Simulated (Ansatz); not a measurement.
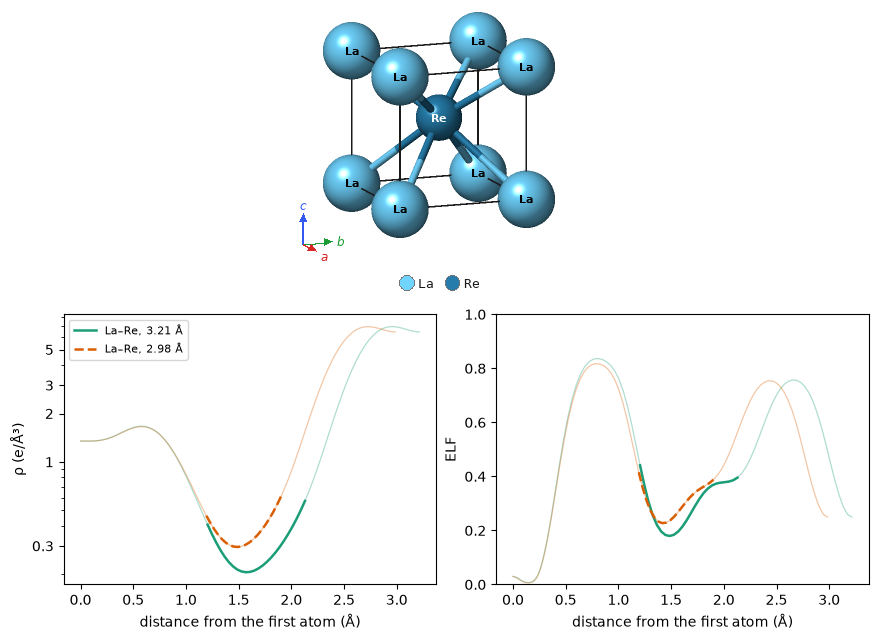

Figure 1: LaRe. Valence pseudo-density and ELF along straight lines between neighbouring atoms. Thin, pale parts lie inside the atomic spheres. The structure is drawn too.

Space group P4mm; started from the CsCl prototype, which need not be the ambient phase; changed on purpose from its base cell (atom 2 (Re) moved 0.2 A along z); not relaxed (largest force 0.7 eV/Å); computed without spin polarisation.

All numbers below come from DFT r2SCAN, scalar-relativistic, plane waves, PAW (Ansatz).

The density is the valence pseudo-density of a PAW calculation; it isn't the true density close to the nuclei.

What can be read from the curves?

Answer. La–Re (3.21 Å): ρ at the midpoint is about 0.21 e/Å³; the ELF is about 0.20 at the midpoint; no shared electron pair shows on this line.
La–Re (2.98 Å): ρ at the midpoint is about 0.3 e/Å³; the ELF is about 0.25 at the midpoint: no localised pair shows between them.
